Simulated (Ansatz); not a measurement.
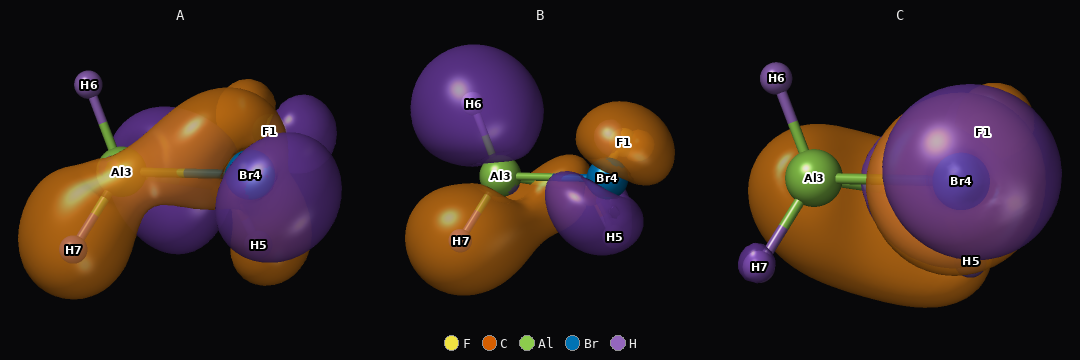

Figure 1: CH$_{3}$AlBrF. Three frontier orbitals at ±0.08 Å⁻³ᐟ² (orange and purple are the two phases), in no order.

Geometry: PBE0-D4/def2-TZVP.

All numbers below come from RKS PBE0-D4/def2-TZVPP in Ansatz 0.2.0.

Input file:

```
crystal:
  periodic: [false, false, false]
  atoms:
    - {symbol: F, position_ang: [-1.209853, -1.600704, 0.231911]}
    - {symbol: C, position_ang: [-0.300568, -0.824577, -0.369802]}
    - {symbol: Al, position_ang: [0.670591, 0.629206, 0.573090]}
    - {symbol: Br, position_ang: [-1.265953, 0.908290, -1.073975]}
    - {symbol: H, position_ang: [-0.009697, -1.282260, -1.316803]}
    - {symbol: H, position_ang: [0.178201, 0.972712, 2.031781]}
    - {symbol: H, position_ang: [1.998479, 1.129333, -0.121802]}
basis:
  gaussian: {orbitals: def2-TZVPP}
hamiltonian: {xc: pbe0, dispersion: d4}
output: {orbitals: {seedname: orbitals}}
```

Launched as:

```sh
ansatz run in.yaml --threads 2 --pin off --events-out ev --progress --plain --max-ram 4352MiB
```

> Order the three orbitals by energy and name them.

B is the HOMO−1 (−8.48 eV). It lies mainly on Al3 (about 30 %), H6 (about 25 %), Br4 (about 20 %) and H7 (about 20 %). A is the HOMO (−8.16 eV). Its weight (Hirshfeld) is mainly on C2 (about 30 %), Br4 (about 25 %), Al3 (about 15 %), F1 (about 15 %) and H7 (about 5 %). C is the LUMO (−1.47 eV). It lies mainly on Br4 (about 40 %), C2 (about 35 %), Al3 (about 15 %) and F1 (about 5 %).

> What is the HOMO–LUMO gap?

6.69 eV between the orbital energies.
